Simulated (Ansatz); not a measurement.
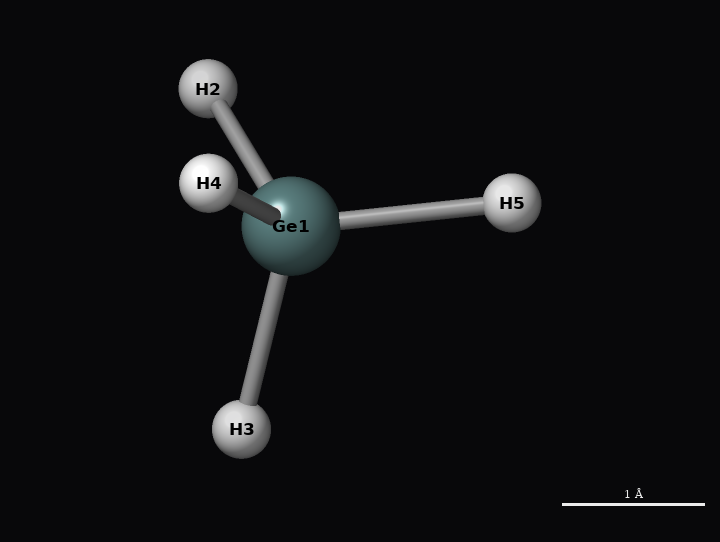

Simulated data, not a measurement (program: Ansatz).

Numbered structure. Geometry: moved along internal coordinates away from the minimum.

**Describe the coordination of atom 1.**

Ge1 has 4 neighbours (H2 at 1.53, H3 at 1.53, H4 at 1.53, H5 at 1.57 Å); the arrangement is tetrahedral.
